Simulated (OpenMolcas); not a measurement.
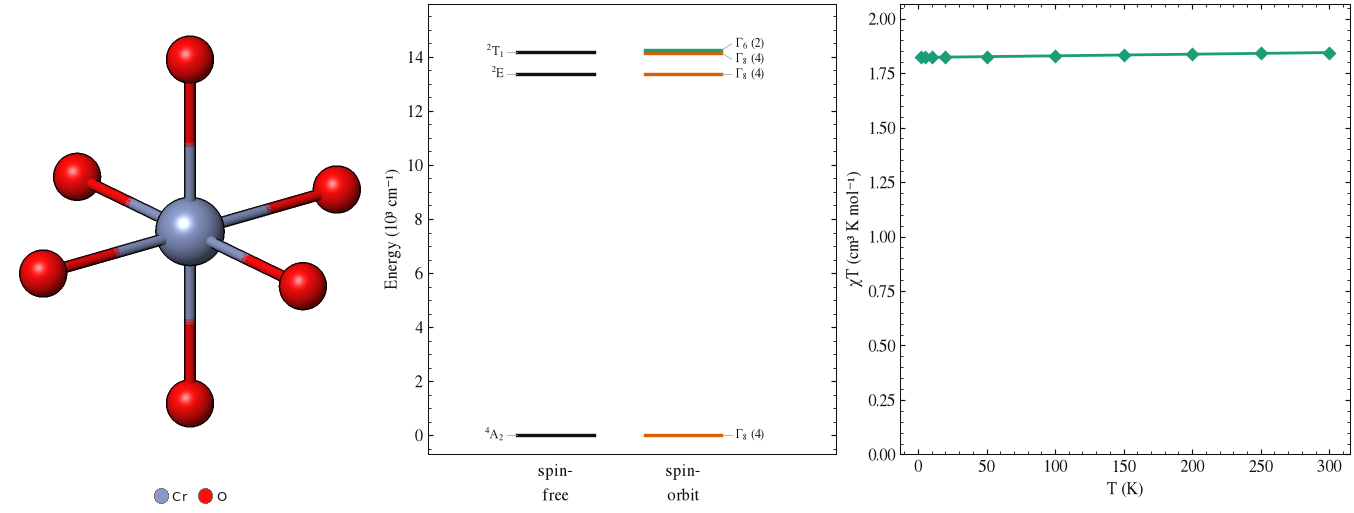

Cr³⁺ (3d³) as a dopant in MgO, a cluster with its 6 nearest O²⁻ at 2.034 Å (octahedron) embedded in model potentials and point charges; the geometry was set, not optimised, and its levels and susceptibility. Labels give the representation in O, Td, D4 or D3 as the site allows (double group for half-integer spin) where it could be assigned and, in brackets, the degeneracy; spin-free states, where drawn, share the zero of the spin-orbit levels. The calculation used state-averaged SS-CASPT2, IPEA shift 0.25, imaginary shift 0.1 hartree, closed shells 3s 3p correlated, active space 3 electrons in the shell 3d, basis ANO-RCC-VDZP on all atoms, DKH2 scalar Hamiltonian, spin-orbit coupling by RASSI with atomic mean-field integrals (OpenMolcas). Powder susceptibility by Van Vleck's formula.

> Describe the ground state and the low levels.

The ground level is Γ₈, 4-fold degenerate, 100 % from states of spin multiplicity 4. The next level lies at 13,400 cm⁻¹ (Γ₈). The lowest spin-free state is ⁴A₂. χT is 1.82 cm³ K mol⁻¹ at 2 K and 1.84 at 300 K, an effective moment of 3.84 μB.

Limits of the model: the geometry is set by hand, with no relaxation and no charge compensation.
